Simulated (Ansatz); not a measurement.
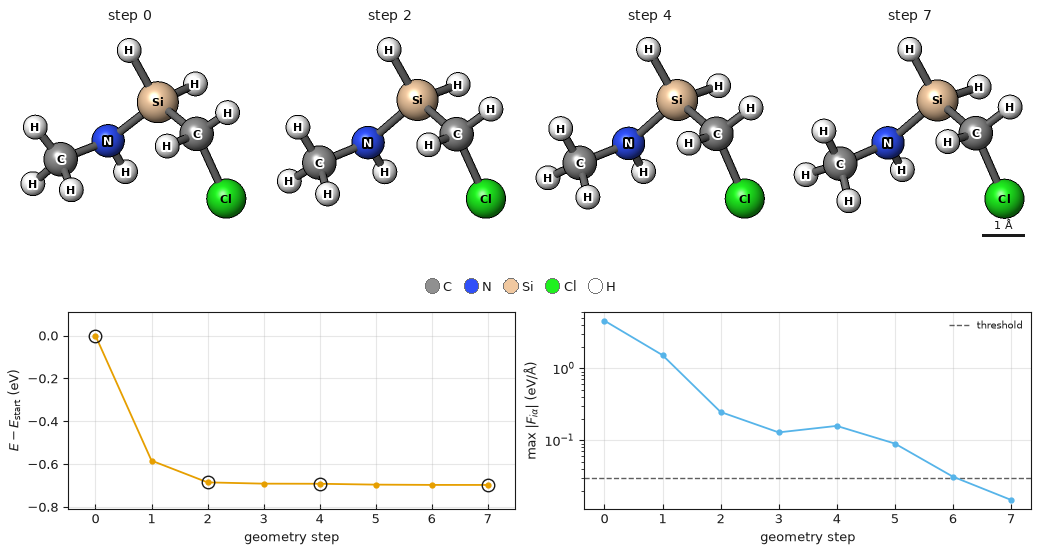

Frames of a relaxation of C2H8ClNSi (coarse preliminary run), marked on the history of the run. The picture is a ball-and-stick view, seen at a tilt.

The start comes from a force field.

These are results of RKS PBE-D4/def2-SVP (Ansatz), not measurements. (force threshold 0.03 eV/Å; at most 200 steps)

What happens along the run?

The largest move after the best rigid fit is that of an H atom, 0.33 Å. By element the largest moves are H 0.33 Å, Cl 0.13 Å, C 0.11 Å, N 0.07 Å, Si 0.07 Å. Among the contacts that change: C–Si 1.790 → 1.912 Å, C–H 1.010 → 1.109 Å, C–H 1.168 → 1.111 Å, N–Si 1.690 → 1.738 Å. Bond angles that change, for instance: Si–C–H 119.4° → 112.6°, Si–N–H 109.4° → 115.4°, H–Si–H 106.1° → 111.9°. After 7 geometry steps the energy has fallen by 0.697 eV. Largest force component: 4.6 eV/Å at the start, 0.015 eV/Å at the end. Cost: 13 s on 4 threads of Arm Neoverse V1 (shared host). From step 0 to 2: an H atom moves most (0.17 Å), energy −0.685 eV. From step 2 to 4: H atoms move most (0.11 Å), energy −0.007 eV. From step 4 to 7: an H atom moves most (0.14 Å), energy −0.005 eV.
